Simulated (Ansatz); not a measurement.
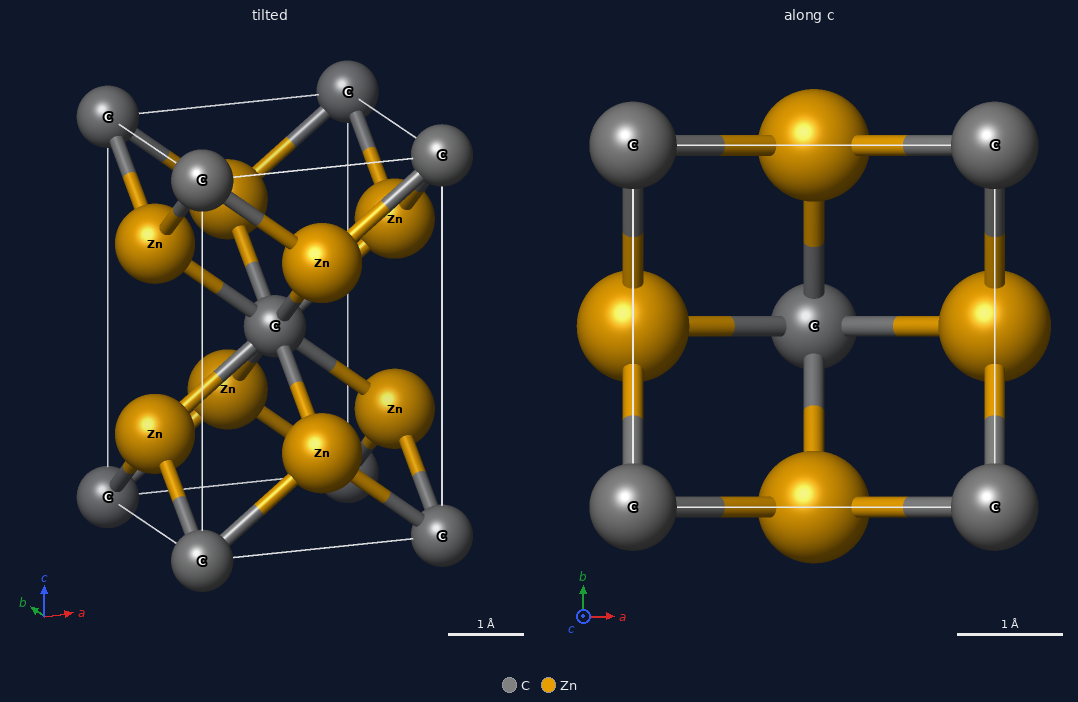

Ball-and-stick drawing of the structure, looking slightly off an axis and along the c axis. The frame is the conventional unit cell; atoms at its boundary are shown with their periodic copies.

Zn₂C, space group I4/mmm (No. 139), a = 3.452 Å, b = 3.452 Å, c = 5.285 Å, α = 90.00°, β = 90.00°, γ = 90.00°. The cell started as a structure type filled with these elements by a generator (whether the compound takes this form wasn't checked). The cell was then strained or its atoms displaced on purpose. It was the input of a calculation with Ansatz.

This one geometry was computed with Ansatz (DFT, plane waves, PAW) at three levels of theory: HSE06, r2SCAN and PBE. It was relaxed with r2SCAN and then strained.

Which level gives the highest pressure at this volume, and what does that say about its equilibrium volume?

Answer. Highest: PBE (20.2 GPa), which points to the largest equilibrium volume. Lowest, with the smallest volume: r2SCAN (15.5 GPa). Levels within 0.5 GPa of each other can't be told apart.

How does the band gap change with the level of theory?

Answer. PBE: a gap of 0.06 eV, direct; r2SCAN: a gap of 0.27 eV, direct; HSE06: a gap of 1.00 eV, direct.

Collect the results in a table.

Answer.
| level | cutoff (eV) | k-mesh of the run's cell | gap (eV) | pressure (GPa) |
| --- | --- | --- | --- | --- |
| HSE06 | 420 | 6×6×6 | 1.00 | 17.4 |
| r2SCAN | 500 | 8×8×8 | 0.27 | 15.5 |
| PBE | 420 | 8×8×8 | 0.06 | 20.2 |

Gaps are taken on the k-mesh or band path of each run.
